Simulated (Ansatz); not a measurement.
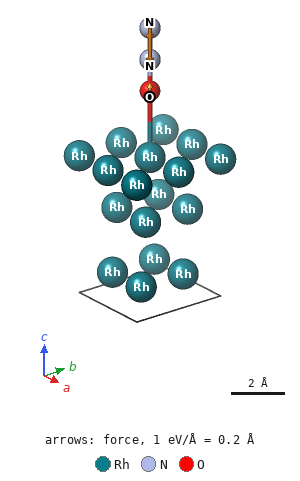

Starting geometry of a slab of composition Rh$_{12}$N$_{2}$O (cut from the Fm-3m phase) with the computed forces as orange arrows. A ball-and-stick model of the cell of the calculation, outlined in the plane, without the vacuum (origin shifted), seen slightly off an axis.

Case: 1 N2O a cell, donor, over a top Rh site. The slab is the (1 1 1) face of Rh with N2O on it. 4 atoms are held fixed.

The calculation used DFT PBE+D3(BJ), scalar-relativistic, plane waves, PAW in Ansatz 0.2.0. Set-up: plane-wave cutoff 420 eV; k-point mesh 4 × 4 × 1; occupations gaussian; smearing width 0.1 eV; no spin polarisation; dipole correction; atoms relaxed in a fixed cell; force threshold 0.04 eV/Å; at most 100 steps.

**Is this structure relaxed? If not, where do the atoms go?**

It isn't relaxed: the largest force vector, on an N atom, is 7.31 eV/Å. The final displacements have little in common with the starting forces (cosine between the two patterns 0.09). The O atom moves most: 0.61 Å along the normal (+c). Largest moves by element: O 0.61 Å, N 0.60 Å. Rh stays in place. The cell doesn't change. Some distances before and after: O–Rh 2.580 → 3.193 Å, N–N 1.230 → 1.137 Å, N–O 1.208 → 1.191 Å. After 4 accepted moves (5 points after the start) the energy has fallen by 0.466 eV per cell of the calculation. The largest force component goes from 7.3 to 0.014 eV/Å. 1 step only repeated the SCF at the same geometry.

Limits of the set-up: the periodic images lie only 5.4 Å apart, so the values are limited by the cell's size.
